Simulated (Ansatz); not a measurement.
## Phonon calculation of Ge$_{2}$H$_{4}$Cl$_{4}$

System: Ge$_{2}$H$_{4}$Cl$_{4}$.
Method: RKS PBE/def2-SVP (Ansatz 0.2.0).

It belongs to a series of runs on one base structure; here: vibrations at the highest image of the band.

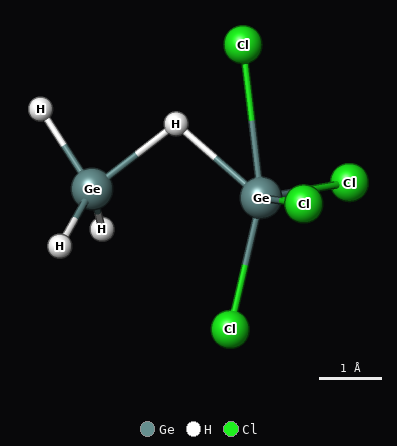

Fig. 1: The structure as given in the input (ball-and-stick view, seen at a tilt). Sticks mark near contacts. Bond lengths as drawn: Cl–Ge 2.16 to 2.53 Å and Ge–H 1.54 to 1.85 Å.

### Input file
```yaml
crystal:
  periodic: [false, false, false]
  atoms:
    - { symbol: Ge, position_ang: [0.24739, 0.441191, 0.045917] }
    - { symbol: Ge, position_ang: [0.036033, -0.075051, 2.841779] }
    - { symbol: H, position_ang: [-1.503701, -0.129549, 2.857155] }
    - { symbol: H, position_ang: [0.729409, -1.450526, 2.841897] }
    - { symbol: H, position_ang: [0.58148, 0.841028, 3.974781] }
    - { symbol: Cl, position_ang: [1.973149, -0.12746, -1.128553] }
    - { symbol: Cl, position_ang: [-1.277187, 1.670232, -0.870319] }
    - { symbol: Cl, position_ang: [-0.818917, -1.517952, 0.06104] }
    - { symbol: Cl, position_ang: [1.465491, 2.492148, 0.889015] }
    - { symbol: H, position_ang: [0.740552, 1.130336, 1.689691] }
basis:
  gaussian: { orbitals: def2-SVP }
hamiltonian:
  xc: pbe
phonons: {}
```

Machine: 4 threads of Arm Neoverse V1, 24 GiB of memory available, shared host.

Run as:
```bash
ansatz run input.yaml --threads 4 --pin off --max-ram 5120MiB --backend cpu --events-out ev --progress --plain --runs-dir out
```

### Log
```
Engine: ansatz 0.2.0, aarch64-unknown-linux-gnu
Functional definition: PBE
  parameter kappa = 0.804
  parameter beta = 0.06672455060314922
  exchange = pbe_x(kappa = kappa, mu = beta*pi^2/3)
  correlation = pbe_c(beta = beta)
1714 factors; their error is unknown
mean field evaluation 1: about -163124.3848 eV, gradient 3.7e1 eV
mean field evaluation 2: about -163118.0715 eV, gradient 6.5e1 eV
mean field evaluation 4: about -163126.5462 eV, gradient 3.1e0 eV
mean field evaluation 8: about -163126.4658 eV, gradient 9.2e-2 eV
mean field evaluation 16: about -163126.4658 eV, gradient 1.6e-5 eV
mean field -163126.46579252 eV, -5994.7870467853 hartree, gradient 1.6e-5 eV, S^2 0.000000; 0 other end points of the search recorded, 0 dependent functions left out
the calculation of the forces begins
reference -163126.46582944 eV, -5994.7870481421 hartree; 68, 68 occupied and 88, 88 virtual orbitals, 1714 factors
these checks for a lower state are left out or cut short: stability, starts, cluster_reference, orbital_swaps, neighbouring_geometries, increment
1714 factors; their error is unknown
mean field -163126.46572545 eV, -5994.7870443207 hartree, gradient 1.4e-6 eV, S^2 0.000000; 0 other end points of the search recorded, 0 dependent functions left out
[... from here on the field's lines of each further geometry are left out, up to the last ...]
the calculation of the forces begins
reference -163126.46581540 eV, -5994.7870476262 hartree; 68, 68 occupied and 88, 88 virtual orbitals, 1714 factors
these checks for a lower state are left out or cut short: stability, starts, cluster_reference, orbital_swaps, neighbouring_geometries, increment
1714 factors; their error is unknown
mean field -163126.46577727 eV, -5994.7870462249 hartree, gradient 1.9e-6 eV, S^2 0.000000; 0 other end points of the search recorded, 0 dependent functions left out
the calculation of the forces begins
reference -163126.46581419 eV, -5994.7870475817 hartree; 68, 68 occupied and 88, 88 virtual orbitals, 1714 factors
WARN: phonons: modes at or below zero, which the zero-point energy, F, S and C_V leave out: 1, the lowest at -790.41 cm⁻¹. A minimum has none, and a first-order saddle one
Total energy: -163126.46582944 eV, -5994.7870481421 hartree
Atom 0 at     0.247390     0.441191     0.045917 Å, force    -0.000449    -0.000536    -0.000458 eV/Å
Atom 1 at     0.036033    -0.075051     2.841779 Å, force    -0.000373     0.001620     0.001250 eV/Å
Atom 2 at    -1.503701    -0.129549     2.857155 Å, force     0.000422    -0.001147     0.000302 eV/Å
Atom 3 at     0.729409    -1.450526     2.841897 Å, force     0.001638    -0.000445    -0.000472 eV/Å
Atom 4 at     0.581480     0.841028     3.974781 Å, force    -0.000155    -0.000989    -0.000661 eV/Å
Atom 5 at     1.973149    -0.127460    -1.128553 Å, force    -0.000307     0.000108     0.000794 eV/Å
Atom 6 at    -1.277187     1.670232    -0.870319 Å, force     0.000753     0.000501    -0.000864 eV/Å
Atom 7 at    -0.818917    -1.517952     0.061040 Å, force    -0.000811    -0.000347    -0.000038 eV/Å
Atom 8 at     1.465491     2.492148     0.889015 Å, force     0.001372    -0.000924    -0.000085 eV/Å
Atom 9 at     0.740552     1.130336     1.689691 Å, force    -0.002089     0.002158     0.000231 eV/Å
Dipole moment:    -0.104798    -0.219379     0.557276 e Å
Vibrations: -790.41 15.08 80.66 118.52 131.09 144.63 169.16 173.24 176.00 229.11 299.45 317.05 354.98 406.42 439.63 440.58 689.55 703.12 813.81 831.07 1181.79 2061.62 2124.73 2149.29 cm⁻¹, zero-point energy 0.871024 eV
```

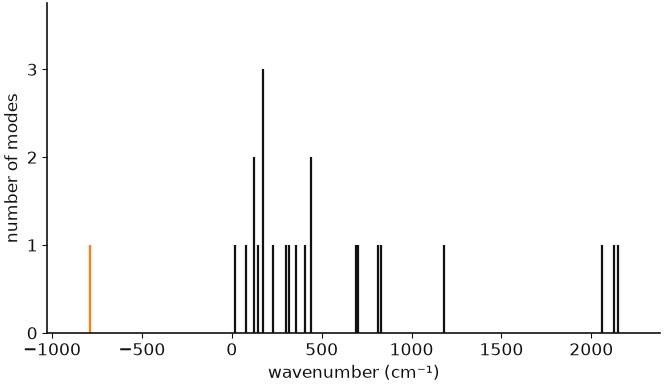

Fig. 2: Harmonic vibrational wavenumbers from the force constants; neighbouring modes closer than 13 cm⁻¹ are counted in one stick, and imaginary ones are drawn at negative wavenumbers. 24 modes from 790i to 2149 cm⁻¹, 1 imaginary beyond 8i (790i cm⁻¹): a first-order saddle point, if the geometry is stationary.

### Summary

```tsv
quantity	value
outcome	converged
total energy	−163126.4658 eV
mean-field energy	−163126.4658 eV
largest force (length of the vector)	0.003 eV/Å
wall time	1.8 min (CPU time 6.5 min)
peak memory	0.27 GiB
```
